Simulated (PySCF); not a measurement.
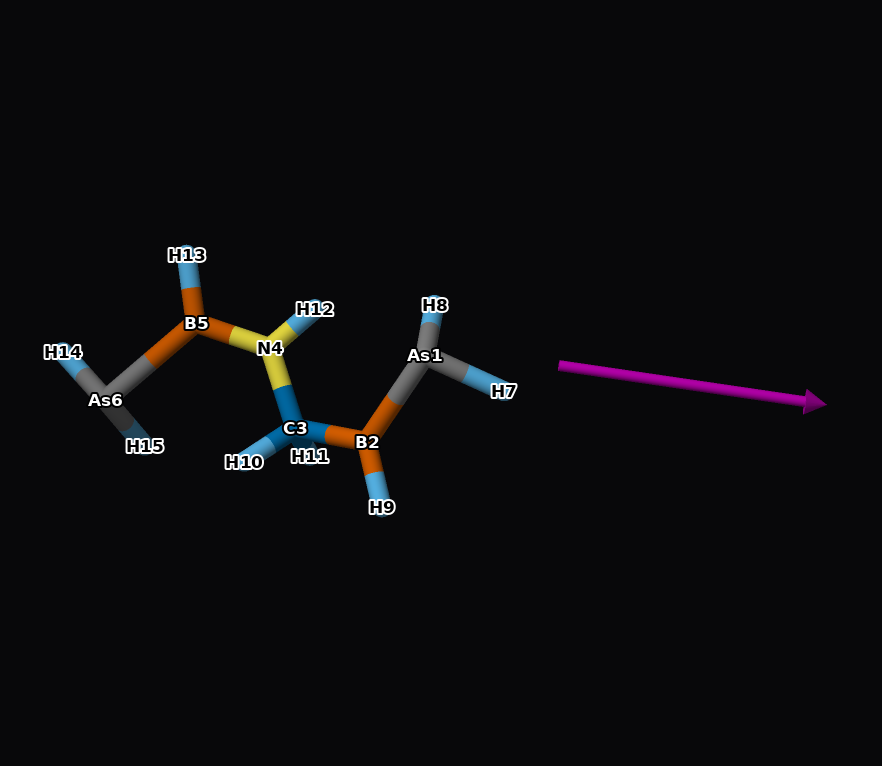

The arrow beside the molecule shows the direction of the dipole moment, from the negative to the positive end (its length means nothing). The geometry was computed by an optimisation with GFN2-xTB. No frequency run is at hand to confirm it as a minimum. Level of theory: PBE0/def2-SVPD, gas phase (PySCF 2.14.0).

Estimate the dipole moment.

2.41 D; it points from the side of H14 to the side of H7 (the outermost atoms at the two ends).

The geometry is semi-empirical. Around As, B such bond lengths and angles can be off by a tenth of an ångström or more and by several degrees, and values that hang on the shape move with them.
